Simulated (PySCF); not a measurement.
**F$_{6}$P, charge −1, SMILES `F[P-](F)(F)(F)(F)F`: what the electrons do**

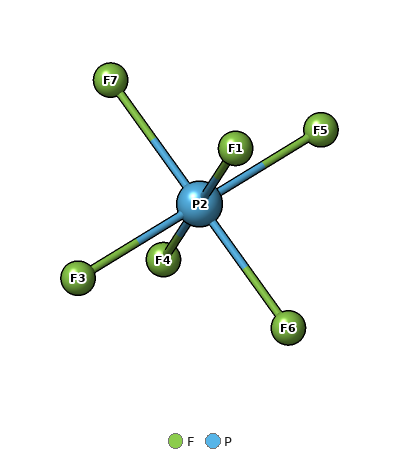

The molecule, with its atoms numbered as below. No frequency check shows the geometry to be a minimum.

Coordinates in Å:

```
F1       1.1114    0.0748    1.1885
P2       0.0000   -0.0000    0.0000
F3      -0.9376   -0.9476    0.9359
F4      -1.1113   -0.0748   -1.1885
F5       0.9374    0.9478   -0.9361
F6       0.7347   -1.3227   -0.6034
F7      -0.7346    1.3226    0.6035
```

## 1. Bonding charge

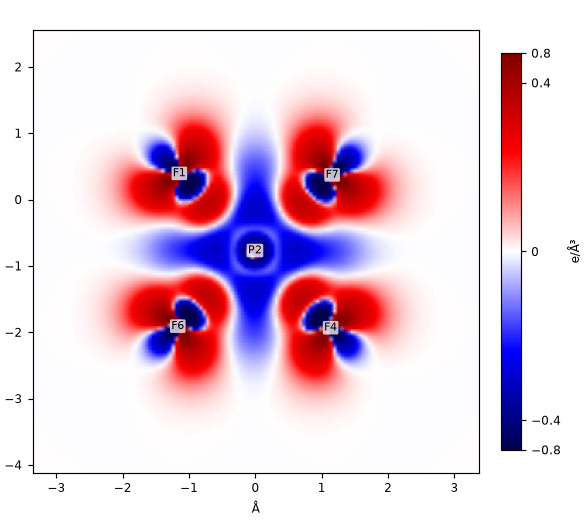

Deformation density (molecule less spherical, spin-averaged free atoms) in the plane of F1, P2, F4, F6 and F7; colour scale in e/Å³, logarithmic beyond ±0.1; red: gain, blue: loss.

Level of theory: BP86/6-311+G** (PySCF), at a geometry from GFN2-xTB.

Q: Describe the bonding that the map shows.

A: P2–F4, P2–F7, F1–P2 and P2–F6: −0.01 e/Å³ at the bond critical point (bond length 1.63 Å); up to 0.6 Å beside the axis the gain reaches +0.22 e/Å³. In all, 2.1 electrons gather in the regions of gain relative to the promolecule of neutral atoms (this includes the anion's extra charge). A small or negative value marks a very polar bond, one between electron-rich atoms, whose free-atom densities already overlap strongly, a long bond to a heavier atom, or a closed-shell contact such as a hydrogen bond.

Q: Where do the Hirshfeld charges lie?

A: The highest Hirshfeld charge is on P2 (+0.46 e), the lowest on F1, F3, F4, F5, F6 and F7 (−0.24 e).

## 2. Bond critical points

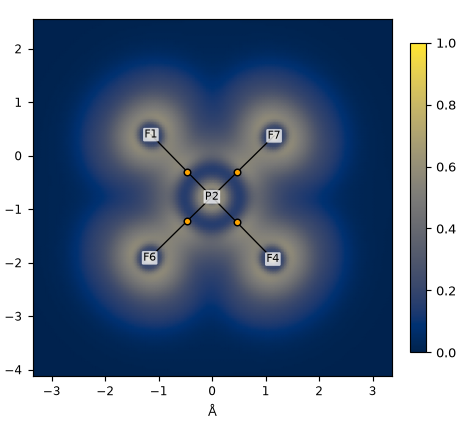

Localised orbital locator (LOL) in the plane of F1, P2, F4, F6 and F7, with bond paths and bond critical points (dots).

Q: Rank the bonds in the plane by LOL at their critical points.

A: P2–F4, P2–F7, F1–P2 and P2–F6: about 0.34. Values above 0.5 mark slow, localised electrons, as in shared pairs; low values at a critical point mark a polar or closed-shell contact whose critical point lies between the shells.

Q: Where along P2–F4 does the critical point lie?

A: 0.66 Å from P2 and 0.97 Å from F4.

## 3. Local ionisation energy

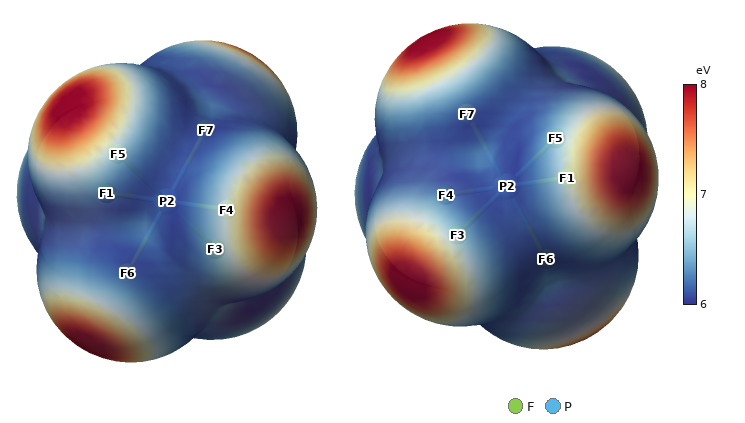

Average local ionisation energy on the surface of electron density 0.001 a.u. (back view left, front view right).

Q: Locate the minima of the map.

A: The lowest value is 6.0 eV, 1.8 Å from F4, and at like points elsewhere. For comparison, the highest occupied orbital lies at −3.7 eV.

Q: What volume does the surface enclose?

A: About 98 Å³.

## 4. Localised orbitals

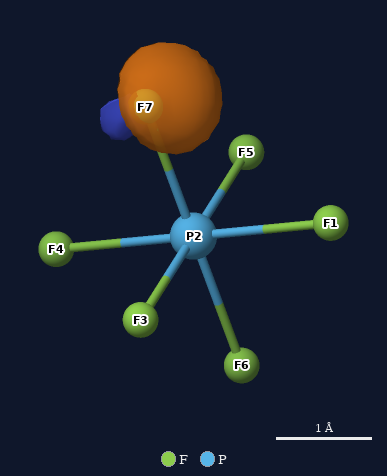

Foster–Boys orbitals, occupied; each surface holds about 70 % of the orbital's density. Energies are diagonal elements of the Fock matrix.

PySCF calculation, M06-2X/6-31G*, gas phase; geometry: GFN2-xTB. The basis has no diffuse functions, which an anion needs.

Q: What does this orbital represent?

A: Lone pair on F7 (sp2.8-type) (F7 98 %; −13.6 eV).

The PySCF runs shown took 13 s and 9.2 s on 1 thread of AMD EPYC 7R13 Processor (Zen 3), on a shared host.
